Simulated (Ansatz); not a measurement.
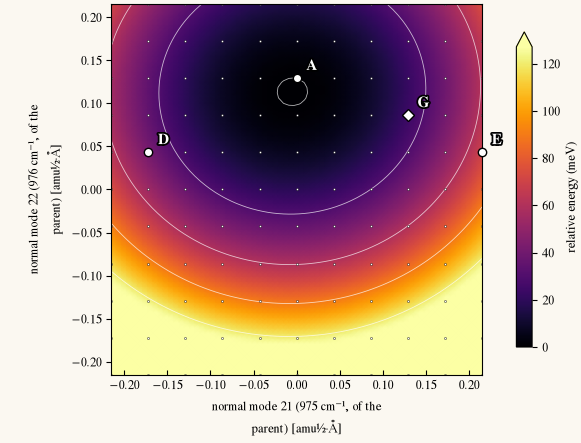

GeH9NSi2, charge +1, spin multiplicity 2. 
- The first coordinate is: normal mode 21 (975 cm⁻¹, of the parent); the second: normal mode 22 (976 cm⁻¹, of the parent).
- Nothing is relaxed (straight displacements along the two mass-weighted modes).
- The scan uses an 11 × 11 grid.
- Points are written as (first, second).
- Energies: meV, counted from the lowest grid point.
- Near the degeneracy a single determinant is a rough description.
- Computed with UKS B3LYP-D4/def2-SVP (Ansatz 0.2.0).

The picture shows a smooth colour map with a few white contour lines, dots at the grid points, one colour for all values above the top of the scale, lettered points. Between grid points the surface is interpolated.

**What kind of point is each of A, D, G: minimum, saddle, maximum or slope?**

A: minimum; D: on a slope; G: on a slope. (In these two coordinates alone; a stationary point may lie a little off the grid point.)

**Rank the lettered points by energy, lowest first.**

A (0 meV), G (24 meV), D (42 meV), E (70 meV).
